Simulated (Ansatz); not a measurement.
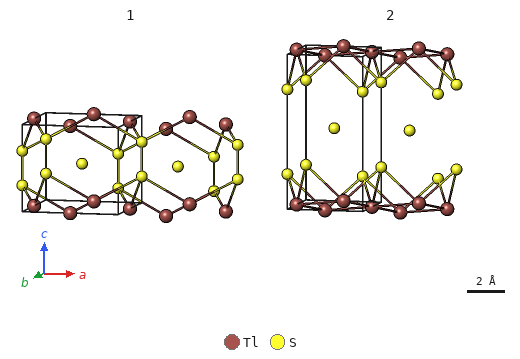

Two geometries of a crystal of Tl$_{2}$S$_{3}$ (a generated structure, set up in P4/mmm) (coarse preliminary run), drawn at one scale. One is the start of a relaxation, the other its converged end. The picture is a ball-and-stick view of the cell of the calculation, repeated 2 × 1 × 1 with one cell outlined, seen from a free direction.

Method: Ansatz 0.2.0, DFT PBE, scalar-relativistic, plane waves, PAW. (plane-wave cutoff 420 eV; k-point mesh 4 × 4 × 2; occupations gaussian; smearing width 0.1 eV; no spin polarisation; cell and atoms relaxed; force threshold 0.04 eV/Å; at most 70 steps)

Question: Which geometry has the lower energy?

Answer: Structure 1 is the relaxed one. The largest moves relative to the cell, 0.37 Å, are those of S atoms. Tl stays in place. The volume changes by −8.7 %, with a = b 4.300 → 5.474 Å (+27.3 %), c 8.651 → 4.871 Å (−43.7 %). Among the contacts that change: S–S 4.735 → 1.926 Å, Tl–Tl 3.040 → 3.871 Å, S–Tl 2.908 → 3.108 Å. New bonds form: S–S (4.73 → 1.93 Å). Among the angles between lasting bonds that change: S–Tl–S 95.3° → 123.5°, Tl–S–Tl 95.3° → 123.5°, S–Tl–S 84.7° → 56.5°. The space group stays P4/mmm (No. 123). Over 16 accepted moves (18 points after the start) the energy falls by 3.864 eV per cell of the calculation. The largest force component goes from 0.11 to 0.0087 eV/Å. The pressure goes from −0.40 to 0.01 GPa. The SCF was repeated twice at an unchanged geometry on a basis and grid sized afresh for the cell, which shifted the energy by 0.105 eV per cell of the calculation at most.
